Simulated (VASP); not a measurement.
Band structure of Tl$_{2}$Pd (space group I4/mcm). Computed with PBEsol GGA, VASP's PBE PAW potentials (set 64) (plane waves; VASP 6.6.1).

Unless said otherwise, spin-orbit coupling is left out, though it shifts the bands of the heavy elements here.

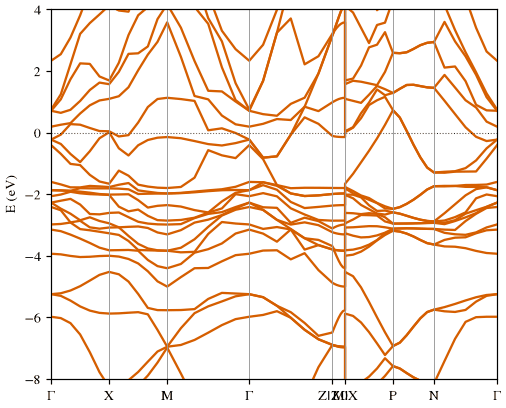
*Bands along high-symmetry lines, zero at the valence-band maximum or, without a gap, the Fermi level*

Q: Read the plot: is there a gap, and where are the band edges?

A: It has no gap at this level: it comes out as a metal or semimetal.

The structure comes from a measured Tl2Pd entry (I4/mcm) of the Crystallography Open Database, whose conditions weren't checked. The cell was not relaxed at this level.
